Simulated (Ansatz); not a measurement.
# Nb2C3: the cost of one run

Program: Ansatz 0.2.0. Level of theory: DFT PBE, scalar-relativistic, plane waves, PAW. These are calculated values, not measurements.

1 further run of the same task is left out (it didn't finish).

### Step 1. The system as given

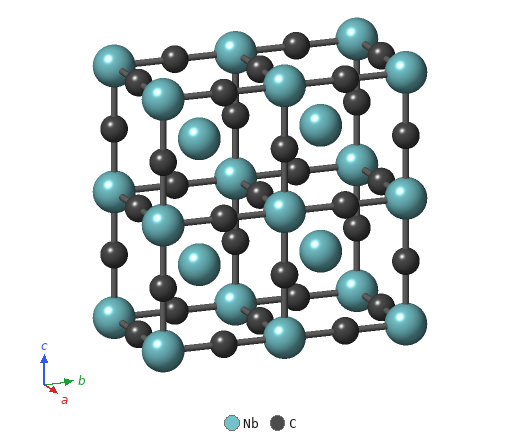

The starting structure, seen slightly off an axis (niobium teal, carbon dark grey). 1×2×2 cells are drawn. Atoms on the faces are drawn again on the opposite ones.

As a file:

```
Nb C
1.0
     3.95743    0.00000    0.00000
     0.00000    3.95743    0.00000
     0.00000    0.00000    3.95743
Nb C
2 3
Cartesian
  1.9787 1.9787 1.9787
  0.0000 0.0000 0.0000
  1.9787 0.0000 0.0000
  0.0000 1.9787 0.0000
  0.0000 0.0000 1.9787
```

A structure generator made this guess: random cell by space group and Wyckoff sites (Pm-3m, No. 221). Its size is a rough estimate.

### Step 2. Probe: one point on a coarse mesh

Input file input.yaml:

```yaml
crystal:
  lattice:
    - [3.95743337, 0.0, 0.0]
    - [0.0, 3.95743337, 0.0]
    - [0.0, 0.0, 3.95743337]
  atoms:
    - { symbol: Nb, position: [0.5, 0.5, 0.5] }
    - { symbol: Nb, position: [0.0, 0.0, 0.0] }
    - { symbol: C, position: [0.5, 0.0, 0.0] }
    - { symbol: C, position: [0.0, 0.5, 0.0] }
    - { symbol: C, position: [0.0, 0.0, 0.5] }
basis:
  ecutwfc: 420
kpoints:
  mp_grid: { grid: [4, 4, 4] }
hamiltonian:
  xc: pbe
scf:
  occupations: { method: gaussian, width: 0.1 }
  lower_state_search: "off"
output:
  forces: true
  stress: true
  eigenvalues: true
```

The run is started by

```sh
> ansatz run input.yaml --threads 1 --pin off --max-ram 2048MiB --backend cpu --events-out ev --progress --plain --runs-dir out
```

Q: Estimate wall time and peak memory on 1 thread of Arm Neoverse V1, shared host.

About 1.1 s, with a peak of 0.28 GiB.
